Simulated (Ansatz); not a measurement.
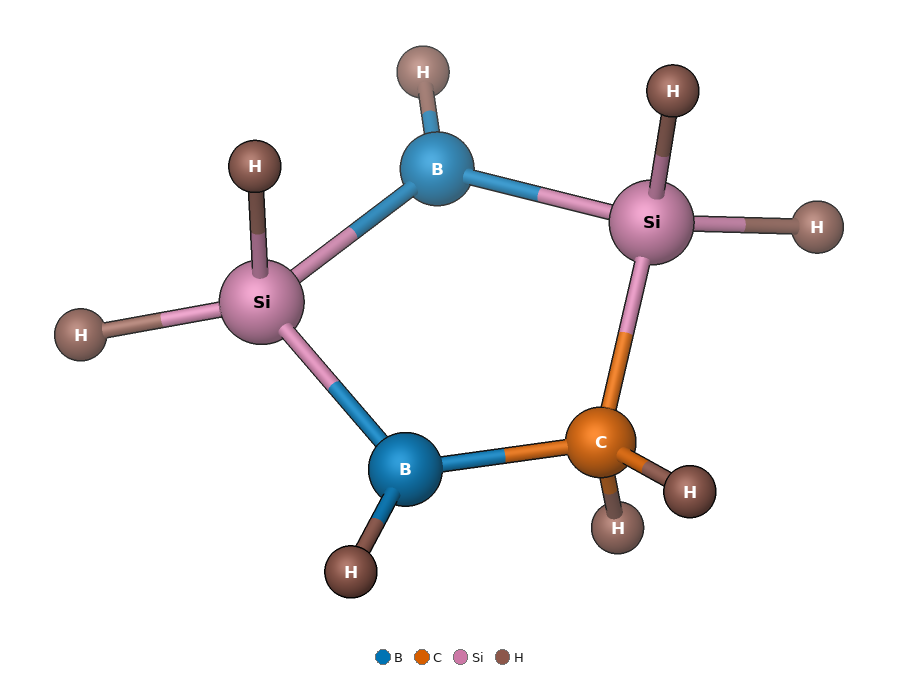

Orthographic view. Distant atoms are faded towards the background colour. Computed geometry: PBE-D4/def2-SVP optimisation. No frequency run is at hand to confirm it as a minimum.

### Write the InChI string.

InChI=1S/CH8B2Si2/c1-2-5-3-4-1/h2-3H,1,4-5H2
